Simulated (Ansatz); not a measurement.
```yaml
atoms:
  - { symbol: Ga, position_ang: [-0.0038, 0.2494, -0.0624] }
  - { symbol: H, position_ang: [0.0147, 0.3051, 1.5026] }
  - { symbol: Cl, position_ang: [1.9066, 0.5744, -1.0506] }
  - { symbol: H, position_ang: [-1.2289, 0.0058, -0.9920] }
  - { symbol: N, position_ang: [0.4586, -2.4747, 1.4035] }
  - { symbol: H, position_ang: [-0.2936, -2.8155, 0.8340] }
  - { symbol: H, position_ang: [1.3260, -2.4858, 0.8994] }
  - { symbol: H, position_ang: [0.2592, -1.5363, 1.7702] }
```

Not at a stationary point (largest force 1.5 eV/Å).

Method: Ansatz 0.2.0, RHF/def2-SVP.

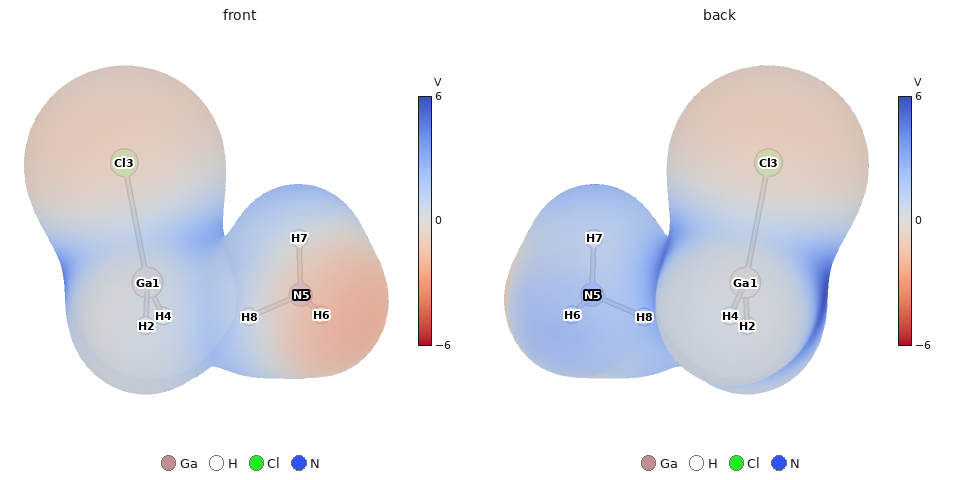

ClGaH2···NH3. The electrostatic potential painted on the density surface at 0.004 e/bohr³, seen from the front and from behind; red is negative and blue positive.

> Which sites attract a positive test charge, and which a negative one?

A positive charge is drawn to the negative regions and a negative charge to the positive ones. The most negative region (about −2.1 V) lies over N5, the most positive (about +5.4 V) over Ga1. N5 is the likeliest acceptor of a hydrogen bond.
